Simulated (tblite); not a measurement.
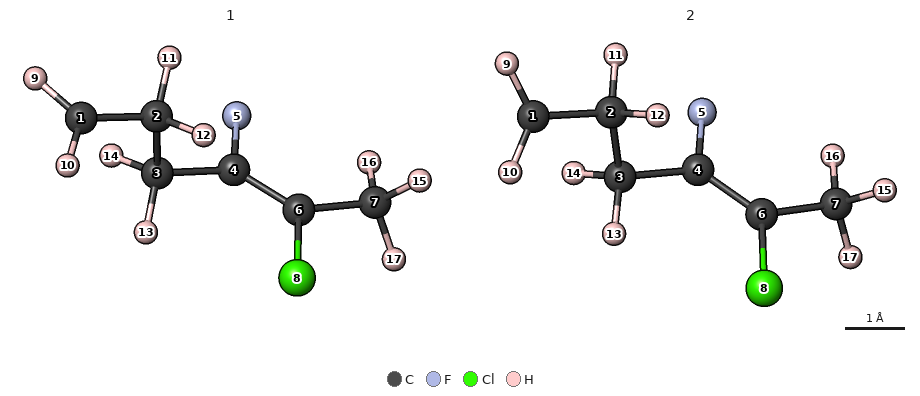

Two geometries of C$_{6}$H$_{9}$ClF (multiplicity 2), drawn at one scale. One is the start of a relaxation, the other its converged end. The picture is a ball-and-stick view, seen at a tilt.

Level of theory: tblite, GFN2-xTB geometry optimisation, gas phase. 

Which geometry has the lower energy?

Structure 1 is the relaxed one. Over 114 geometry steps the energy falls by 0.115 eV. The largest move after the best rigid fit is that of H9, 0.65 Å. Largest moves by element: H 0.65 Å, Cl 0.24 Å, F 0.17 Å, C 0.16 Å. Near-neighbour distances that change, for instance: C1–C2 1.505 → 1.465 Å, C2–C3 1.528 → 1.567 Å, C3–C4 1.512 → 1.485 Å, C7–H16 1.111 → 1.087 Å. Bond angles that change, for instance: C3–C2–H12 111.0° → 106.8°, C4–C6–Cl8 121.7° → 118.5°, H13–C3–H14 106.1° → 109.3°. Groups turn about C1–C2 by about 50°.
